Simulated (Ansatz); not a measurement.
**SiC: response to strain**

The reference is SiC in the wurtzite structure (space group P6_3mc, No. 186).

```cif
data_C2Si2
_chemical_formula_sum 'Si2 C2'
_space_group_name_H-M_alt 'P63mc'
_space_group_IT_number 186
_space_group_name_Hall 'P 6c -2c'
_cell_length_a 3.09192
_cell_length_b 3.09192
_cell_length_c 5.07421
_cell_angle_alpha 90.000
_cell_angle_beta 90.000
_cell_angle_gamma 120.000
loop_
_atom_site_label
_atom_site_type_symbol
_atom_site_symmetry_multiplicity
_atom_site_Wyckoff_symbol
_atom_site_fract_x
_atom_site_fract_y
_atom_site_fract_z
_atom_site_occupancy
Si1 Si 2 b 0.66667 0.33333 0.00052 1
C1 C 2 b 0.33333 0.66667 0.12468 1
```

Strains are applied to the cell and any free atomic positions relax.

Calculations: DFT with PBE, PAW potentials and a 420 eV plane-wave cutoff in Ansatz (a quantum-chemistry and plane-wave program), no spin-orbit coupling, earlier PAW set.

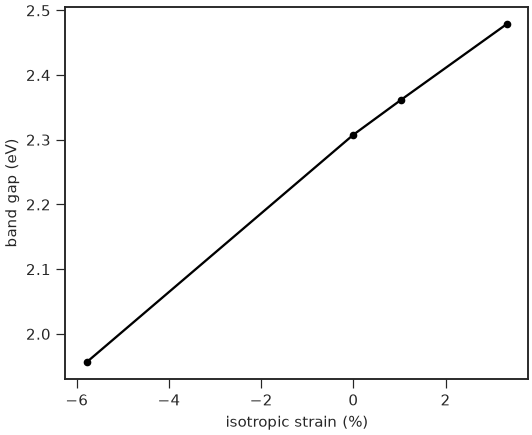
*Band gap against isotropic strain*

Task: From the plot, what is the band gap for isotropic strain +1.04 %?

Result: About 2.36 eV.

Task: Is the trend monotonic over the range shown?

Result: Yes, it rises throughout, spanning 1.96 eV to 2.48 eV.

Whether these cells are dynamically stable was not tested.
